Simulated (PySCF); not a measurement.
# C2H3FGaN (SMILES F[CH]1N=[CH][GaH]1): SVWN5/6-31G(d) (spherical functions)

Aim: the vertical ionisation energy of C2H3FGaN at SVWN5/6-31G* (spherical functions), from 2 runs. 

The results are computed with PySCF 2.14.0.

## 1. The molecule

The species is C2H3FGaN (8 atoms), meant as a singlet with charge 0. SMILES: `F[CH]1N=[CH][GaH]1`. Geometry: relaxed at PBE0-D4/def2-TZVP.

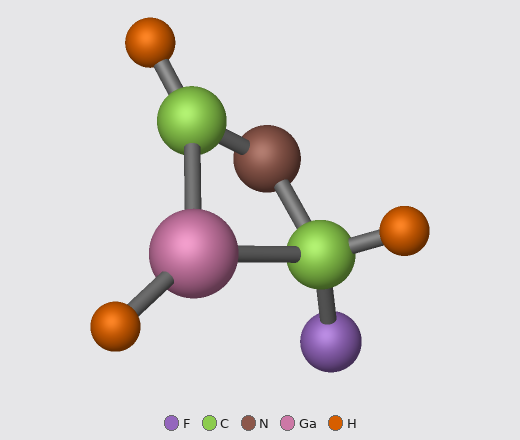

Viewed from a chosen angle; fluorine purple, carbon green, nitrogen brown, gallium pink, hydrogen orange.

## 2. A single-point energy at SVWN5/6-31G(d) (spherical functions)

The input, run.py:

```python
from pyscf import gto, dft

mol = gto.Mole()
mol.atom = '''
F     -3.989401    -0.054802     0.841684
C     -1.574142     0.874754     0.746064
N      0.181603    -0.747954     2.106478
C      2.151642    -1.097931     0.743796
Ga     0.603579     0.291018    -2.392960
H     -1.584346     2.743315     1.626298
H      3.775106    -2.071329     1.559780
H      0.610004    -0.045164    -5.336587
'''
mol.charge = 0
mol.max_memory = 1860
mol.basis = '6-31g*'
mol.verbose = 3
mol.unit = 'bohr'
mol.build()

ks = dft.RKS(mol)
ks.xc = 'svwn'
ks.grids.level = 4
ks.conv_tol = 1e-10
ks.kernel()
if not ks.converged:
    ks = ks.newton().run(ks.mo_coeff, ks.mo_occ)

e_final = ks.e_tot
print(f'total energy: {e_final:.8f} hartree')
```

Command:

```console
$ OMP_NUM_THREADS=1 python run.py
```

Standard output:

```text
converged SCF energy = -2152.29191645812
total energy: -2152.29191646 hartree
```

Run time: 11 s. Hardware: 1 thread of Arm Neoverse V2, shared host; peak memory 0.31 GiB.

## 3. The doublet cation, same level

The input, input.py:

```python
from pyscf import gto, dft

mol = gto.M(
    atom=[
    ('F', (-2.111100, -0.029000, 0.445400)),
    ('C', (-0.833000, 0.462900, 0.394800)),
    ('N', (0.096100, -0.395800, 1.114700)),
    ('C', (1.138600, -0.581000, 0.393600)),
    ('Ga', (0.319400, 0.154000, -1.266300)),
    ('H', (-0.838400, 1.451700, 0.860600)),
    ('H', (1.997700, -1.096100, 0.825400)),
    ('H', (0.322800, -0.023900, -2.824000)),
],
    basis='6-31g*',
    charge=1,
    spin=1,
    verbose=3,
    max_memory=1860,
)

mf = dft.UKS(mol)
mf.xc = 'svwn'
mf.grids.level = 4
mf.conv_tol = 1e-10
mf.kernel()
if not mf.converged:
    mf = mf.newton().run(mf.mo_coeff, mf.mo_occ)

e_tot = mf.e_tot
print(f'total energy: {e_tot:.8f} hartree')
```

Command:

```console
$ OMP_NUM_THREADS=1 python input.py
```

Standard output:

```text
converged SCF energy = -2151.96897045441  <S^2> = 0.75300707  2S+1 = 2.0030048
total energy: -2151.96897045 hartree
```

Wall time 23 s (1 thread of Arm Neoverse V2, shared host); peak memory 0.31 GiB.

## 4. Outcome

At SVWN5/6-31G* (spherical functions):

```
                                          quantity           value
                    singlet C2H3FGaN: total energy  -2152.29192 Eh
                   singlet C2H3FGaN: dipole moment          2.21 D
                     singlet C2H3FGaN: HOMO energy        -5.60 eV
                     singlet C2H3FGaN: LUMO energy        -3.06 eV
                   singlet C2H3FGaN: HOMO–LUMO gap         2.54 eV
                      doublet cation: total energy  -2151.96897 Eh
doublet cation: HOMO energy (highest over α and β)       -12.46 eV
 doublet cation: LUMO energy (lowest over α and β)       -11.99 eV
                              doublet cation: ⟨S²⟩           0.753
vertical ionisation energy (to the doublet cation)        8.788 eV
```

**Reading.** Removing an electron at fixed nuclei costs 8.79 eV (848 kJ/mol). −ε(HOMO) before ionisation, 5.60 eV, is 3.19 eV below this ionisation energy. Mulliken charges (singlet C2H3FGaN) run from -0.26 on Ga5 to +0.24 on C2; they depend strongly on the basis.
